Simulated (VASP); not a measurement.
Band structure of MoSi2 (MoSi2 type). These are TPSS meta-GGA, VASP's PBE PAW potentials (set 64) (plane waves; VASP) values and carry that method's errors.

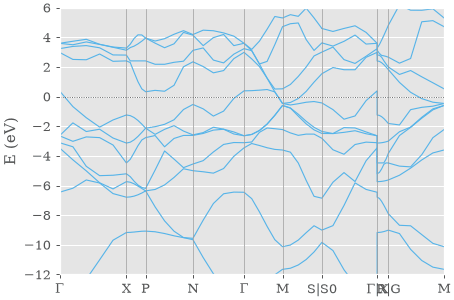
*Bands along high-symmetry lines, zero at the valence-band maximum or, without a gap, the Fermi level*

**Question.** Read the plot: is there a gap, and where are the band edges?

**Answer.** It has no gap at this level: it comes out as a metal or semimetal.

The compound is MoSi2 in the MoSi2 type structure. It was relaxed first.
